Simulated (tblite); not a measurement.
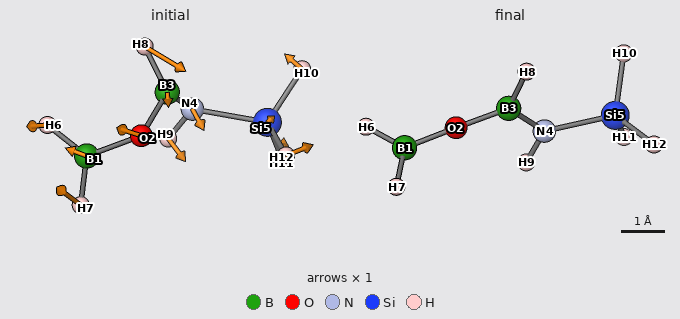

The structure of B2SiNH7O before (left) and after (right) a relaxation, at one scale. The orange arrows give the displacements, at their true length.

Style: ball-and-stick. Shown at a tilt.

The calculation used tblite 0.8.0, GFN2-xTB geometry optimisation, gas phase. 

### Summarise the run.

The energy falls by 218.4 kJ/mol in 89 geometry steps. H8 moves most after the best rigid fit: 1.30 Å. Largest moves by element: H 1.30 Å, O 0.95 Å, N 0.65 Å, B 0.55 Å, Si 0.27 Å. Some distances before and after: B1–O2 1.455 → 1.296 Å, O2–B3 1.460 → 1.318 Å, B3–N4 1.532 → 1.418 Å, N4–Si5 1.775 → 1.732 Å. Bond angles that change, for instance: B1–O2–B3 112.2° → 178.5°, B3–N4–Si5 113.6° → 129.3°, O2–B3–H8 115.4° → 120.1°.
